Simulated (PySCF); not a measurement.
# Run report: C₂H₈ClGeP, geometry relaxation

System: C₂H₈ClGeP, SMILES [PH2][GeH2][CH2]CCl.
Method: PBE0-D3(BJ)/def2-SVP geometry optimisation, gas phase (PySCF 2.14.0).

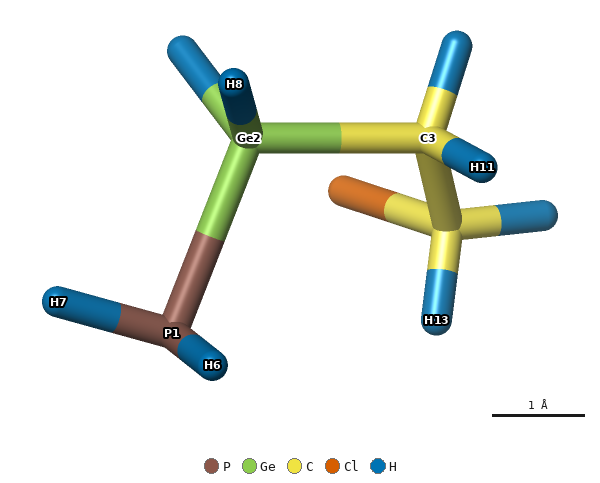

Figure 1. The input geometry (stick view, seen at a tilt; atoms are numbered from 1 in the order of the input). Sticks mark near contacts. Bond lengths as drawn: C–C 1.49 Å, C–Cl 1.78 Å, C–Ge 2.01 Å, C–H 1.07 to 1.12 Å, Ge–H 1.48 to 1.52 Å, Ge–P 2.30 Å and H–P 1.37 to 1.38 Å.

Results in brief

- outcome: converged
- total energy: −2958.385003 hartree
- dipole moment: 2.25 D
- point group: C1
- hardware: 1 CPU thread, shared host
- wall time: 77 s
- peak memory: 0.56 GiB

The input
```
{"job": {"xc": "PBE0", "basis": "def2-SVP", "d3": "d3bj", "grid": 1, "shake": 0.01, "kind": "geom"}, "charge": 0, "multiplicity": 1}
P      1.899800     0.976420    -0.777090
Ge     0.768000    -0.907460    -0.104930
C     -0.973970    -0.389960     0.746320
C     -1.550230     0.751820    -0.019540
Cl    -1.576620     0.326320    -1.751900
H      2.414190     1.221190     0.479800
H      3.009510     0.292200    -1.192980
H      1.561330    -1.727430     0.906770
H      0.525810    -1.849880    -1.224280
H     -1.628190    -1.248140     0.778510
H     -0.807880    -0.081020     1.798710
H     -2.611670     0.944600     0.278110
H     -1.024260     1.674440     0.072190
```

The first line tells a small driver script what to run in PySCF; the rest is the geometry in Å.

Command:
```bash
OMP_NUM_THREADS=1 python <driver script> task.json out
```

Output
```
step   0  E = -2958.37511827  max force = 0.039407
step   1  E = -2958.38418302  max force = 0.007656
step   2  E = -2958.38482083  max force = 0.001602
step   3  E = -2958.38490688  max force = 0.000736
step   4  E = -2958.38495687  max force = 0.000925
step   5  E = -2958.38498640  max force = 0.000683
step   6  E = -2958.38499954  max force = 0.000551
step   7  E = -2958.38500257  max force = 0.000309
optimisation converged
```

Trajectory as extended XYZ (Å, eV, eV/Å), 8 frames, from step=0 to step=7
```
13
Properties=species:S:1:pos:R:3:forces:R:3 step=0 energy=-80501.48733
P     1.8998    0.9764   -0.7771   -1.4876   0.8533  -0.6873
Ge    0.7680   -0.9075   -0.1049   -0.3794   0.0343   1.1112
C    -0.9740   -0.3900    0.7463    1.5011   0.5437   0.4827
C    -1.5502    0.7518   -0.0195   -2.0264  -0.7702  -0.0400
Cl   -1.5766    0.3263   -1.7519   -0.2981   0.2297  -0.4714
H     2.4142    1.2212    0.4798    0.4537   0.2056   1.0591
H     3.0095    0.2922   -1.1930    1.1513  -0.7589  -0.4380
H     1.5613   -1.7274    0.9068    0.2797  -0.0958   0.3819
H     0.5258   -1.8499   -1.2243   -0.1548  -0.5187  -0.9230
H    -1.6282   -1.2481    0.7785   -0.4522  -0.5730  -0.1795
H    -0.8079   -0.0810    1.7987    0.0794  -0.0780  -0.1887
H    -2.6117    0.9446    0.2781    0.5106  -0.0155  -0.2270
H    -1.0243    1.6744    0.0722    0.8226   0.9435   0.1200
13
Properties=species:S:1:pos:R:3:forces:R:3 step=1 energy=-80501.73400
P     1.9317    0.9650   -0.7066    0.3937  -0.1266   0.1612
Ge    0.7909   -0.9488   -0.0207   -0.1554  -0.1775  -0.2530
C    -0.9646   -0.3612    0.6724   -0.0691  -0.2024  -0.1076
C    -1.6324    0.7479   -0.1102    0.2377   0.2602  -0.1235
Cl   -1.7967    0.3656   -1.8653    0.0260  -0.0059   0.2523
H     2.4673    1.2255    0.6100   -0.0861  -0.0615  -0.2723
H     3.1063    0.2370   -1.1325   -0.2763   0.1740   0.1248
H     1.5363   -1.7390    1.0845   -0.0600   0.0751  -0.0538
H     0.5746   -1.8860   -1.2447    0.1087   0.1964   0.2273
H    -1.6229   -1.2495    0.7038    0.1059   0.0953   0.0382
H    -0.8213   -0.0204    1.7095   -0.0313   0.0057   0.0702
H    -2.6467    0.9472    0.2570   -0.0834   0.0096  -0.0010
H    -1.0567    1.6926   -0.0529   -0.1102  -0.2423  -0.0628
13
Properties=species:S:1:pos:R:3:forces:R:3 step=2 energy=-80501.75136
P     1.9368    0.9699   -0.6993    0.0824  -0.0187   0.0410
Ge    0.7809   -0.9423   -0.0346   -0.0547  -0.0098  -0.0587
C    -0.9664   -0.3638    0.6737   -0.0005  -0.0254   0.0386
C    -1.6279    0.7470   -0.1089   -0.0123   0.0485  -0.0550
Cl   -1.8031    0.3315   -1.8458   -0.0151  -0.0067   0.0089
H     2.4651    1.2146    0.6094   -0.0159  -0.0016  -0.0369
H     3.0985    0.2436   -1.1134   -0.0506   0.0213   0.0114
H     1.5196   -1.7292    1.0678    0.0130   0.0038   0.0235
H     0.5879   -1.8623   -1.2525    0.0372   0.0232   0.0034
H    -1.6215   -1.2493    0.7123    0.0098   0.0074   0.0066
H    -0.8187   -0.0237    1.7126   -0.0075  -0.0142   0.0088
H    -2.6423    0.9616    0.2571    0.0134   0.0098   0.0159
H    -1.0429    1.6786   -0.0743    0.0010  -0.0376  -0.0076
13
Properties=species:S:1:pos:R:3:forces:R:3 step=3 energy=-80501.75370
P     1.9455    0.9736   -0.6880   -0.0170   0.0175   0.0023
Ge    0.7792   -0.9390   -0.0423   -0.0210   0.0108   0.0273
C    -0.9676   -0.3642    0.6714    0.0136   0.0057   0.0038
C    -1.6313    0.7454   -0.1133   -0.0379  -0.0217  -0.0054
Cl   -1.8366    0.3125   -1.8415   -0.0030  -0.0065  -0.0024
H     2.4667    1.2100    0.6215    0.0041   0.0060   0.0215
H     3.1015    0.2442   -1.0988    0.0171  -0.0176  -0.0137
H     1.5162   -1.7251    1.0633    0.0053  -0.0013   0.0069
H     0.6046   -1.8516   -1.2647    0.0094  -0.0054  -0.0312
H    -1.6229   -1.2483    0.7166   -0.0026  -0.0146  -0.0046
H    -0.8141   -0.0237    1.7097   -0.0049   0.0006  -0.0071
H    -2.6382    0.9725    0.2658    0.0147   0.0122   0.0159
H    -1.0371    1.6697   -0.0955    0.0221   0.0145  -0.0133
13
Properties=species:S:1:pos:R:3:forces:R:3 step=4 energy=-80501.75506
P     1.9525    0.9809   -0.6693   -0.0449   0.0230  -0.0100
Ge    0.7778   -0.9354   -0.0481    0.0182   0.0018   0.0476
C    -0.9685   -0.3646    0.6675    0.0041   0.0154  -0.0126
C    -1.6344    0.7423   -0.1198   -0.0260  -0.0397   0.0187
Cl   -1.8735    0.2859   -1.8368   -0.0035  -0.0014  -0.0117
H     2.4678    1.2046    0.6441    0.0106   0.0028   0.0294
H     3.1046    0.2485   -1.0831    0.0319  -0.0187  -0.0133
H     1.5125   -1.7245    1.0578   -0.0028  -0.0068  -0.0070
H     0.6201   -1.8373   -1.2808   -0.0061  -0.0053  -0.0229
H    -1.6240   -1.2483    0.7193   -0.0015  -0.0137  -0.0083
H    -0.8095   -0.0214    1.7040   -0.0053   0.0095  -0.0058
H    -2.6311    0.9862    0.2751    0.0082   0.0106   0.0082
H    -1.0285    1.6590   -0.1255    0.0171   0.0225  -0.0123
13
Properties=species:S:1:pos:R:3:forces:R:3 step=5 energy=-80501.75586
P     1.9595    0.9901   -0.6436   -0.0319   0.0088  -0.0039
Ge    0.7787   -0.9323   -0.0509    0.0316  -0.0009   0.0351
C    -0.9691   -0.3646    0.6620   -0.0011   0.0151  -0.0189
C    -1.6380    0.7381   -0.1292   -0.0024  -0.0263   0.0202
Cl   -1.9134    0.2576   -1.8339   -0.0023   0.0010  -0.0093
H     2.4718    1.1960    0.6744    0.0077  -0.0013   0.0145
H     3.1100    0.2580   -1.0658    0.0183  -0.0043  -0.0041
H     1.5092   -1.7304    1.0516   -0.0088  -0.0099  -0.0114
H     0.6337   -1.8196   -1.2967   -0.0132   0.0000  -0.0080
H    -1.6242   -1.2484    0.7192    0.0039  -0.0078  -0.0050
H    -0.8075   -0.0163    1.6964   -0.0076   0.0111  -0.0037
H    -2.6234    1.0000    0.2818    0.0015   0.0042   0.0011
H    -1.0213    1.6478   -0.1611    0.0042   0.0105  -0.0065
13
Properties=species:S:1:pos:R:3:forces:R:3 step=6 energy=-80501.75622
P     1.9655    0.9993   -0.6140   -0.0076  -0.0083   0.0064
Ge    0.7809   -0.9300   -0.0508    0.0283  -0.0010   0.0080
C    -0.9693   -0.3638    0.6560   -0.0014   0.0086  -0.0106
C    -1.6404    0.7337   -0.1402    0.0095  -0.0054   0.0058
Cl   -1.9451    0.2317   -1.8338   -0.0005   0.0034  -0.0036
H     2.4781    1.1849    0.7077    0.0019  -0.0024  -0.0009
H     3.1158    0.2721   -1.0484    0.0010   0.0079   0.0031
H     1.5043   -1.7426    1.0452   -0.0099  -0.0095  -0.0086
H     0.6413   -1.8001   -1.3101   -0.0106   0.0045   0.0032
H    -1.6232   -1.2484    0.7167    0.0056  -0.0019   0.0016
H    -0.8091   -0.0094    1.6885   -0.0075   0.0075  -0.0012
H    -2.6166    1.0107    0.2826   -0.0039  -0.0015  -0.0041
H    -1.0163    1.6379   -0.1951   -0.0049  -0.0018   0.0008
13
Properties=species:S:1:pos:R:3:forces:R:3 step=7 energy=-80501.75630
P     1.9718    1.0063   -0.5840    0.0101  -0.0159   0.0124
Ge    0.7834   -0.9283   -0.0493    0.0106   0.0018  -0.0129
C    -0.9696   -0.3618    0.6502    0.0013   0.0007  -0.0009
C    -1.6419    0.7303   -0.1516    0.0097   0.0081  -0.0091
Cl   -1.9643    0.2125   -1.8375    0.0024   0.0043   0.0009
H     2.4861    1.1718    0.7400   -0.0025  -0.0014  -0.0078
H     3.1224    0.2868   -1.0313   -0.0090   0.0109   0.0057
H     1.4972   -1.7587    1.0391   -0.0073  -0.0067  -0.0024
H     0.6439   -1.7813   -1.3206   -0.0032   0.0057   0.0065
H    -1.6216   -1.2478    0.7127    0.0033   0.0015   0.0070
H    -0.8138   -0.0019    1.6816   -0.0032   0.0032  -0.0007
H    -2.6130    1.0167    0.2770   -0.0051  -0.0052  -0.0057
H    -1.0144    1.6313   -0.2221   -0.0071  -0.0070   0.0068
```

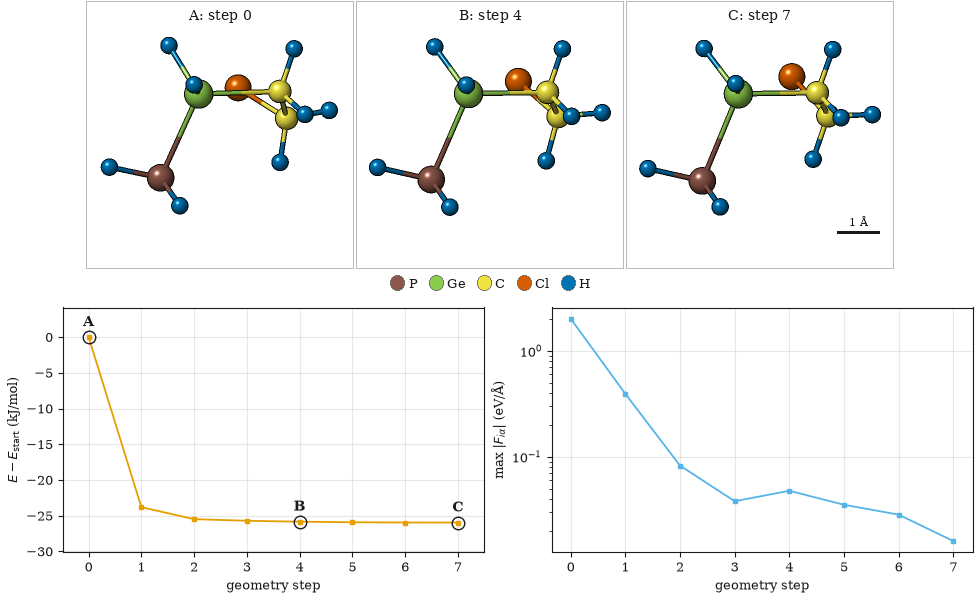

Figure 2. Frames of the relaxation (ball-and-stick view, seen at a tilt) above the curves, on which the letters mark them (steps are counted from 0).

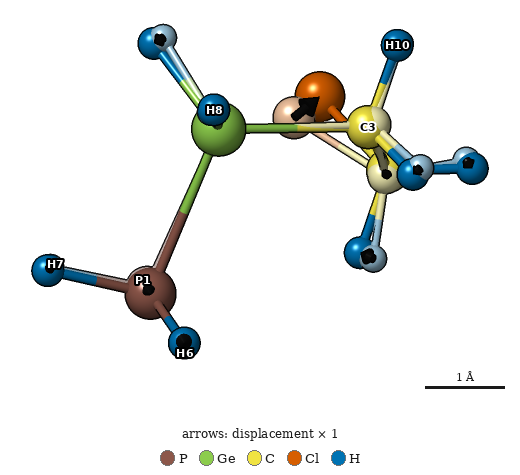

Figure 3. Start (faint) and end (solid) with the displacements as black arrows, at true length (ball-and-stick view, seen at a tilt). The two geometries are laid on each other by the best rigid fit. Over 7 geometry steps the energy falls by 26.0 kJ/mol. The largest force component goes from 2 to 0.016 eV/Å. Cl5 moves most after the best rigid fit: 0.47 Å. By element the largest moves are Cl 0.47 Å, H 0.24 Å, P 0.14 Å, C 0.10 Å, Ge 0.04 Å. Distances before and after: P1–H7 1.368 → 1.429 Å, Ge2–H9 1.483 → 1.537 Å, P1–H6 1.380 → 1.430 Å, Ge2–C3 2.007 → 1.971 Å. Among the angles that change: Ge2–C3–C4 108.4° → 114.5°, H8–Ge2–H9 104.1° → 109.1°, P1–Ge2–H9 112.4° → 108.5°. (Atoms are counted from 1 in the order of the input.)
